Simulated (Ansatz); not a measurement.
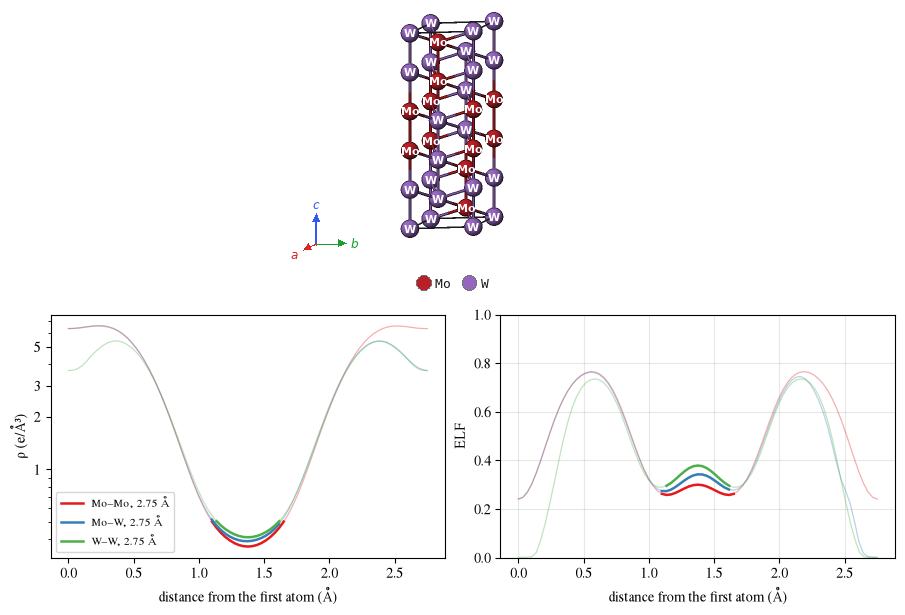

The picture shows: Mo₂W₃. Valence charge density (pseudo) and electron localisation function along straight lines between neighbouring atoms. Thin, pale parts lie inside the atomic spheres. The structure is drawn too.

Space group R-3m; a generated structure, not necessarily the stable one; computed without spin polarisation.

The calculation used DFT PBE, scalar-relativistic, plane waves, PAW (Ansatz 0.2.0).

The density is the valence pseudo-density of a PAW calculation; it isn't the true density close to the nuclei.

> What can be read from the curves?

Mo–Mo (2.75 Å): ρ at the midpoint is about 0.36 e/Å³; the ELF is about 0.30 at the midpoint.
Mo–W (2.75 Å): the density is about 0.39 e/Å³ at the midpoint; the ELF is about 0.35 at the midpoint.
W–W (2.75 Å): ρ at the midpoint is about 0.41 e/Å³; the ELF is about 0.40 at the midpoint.
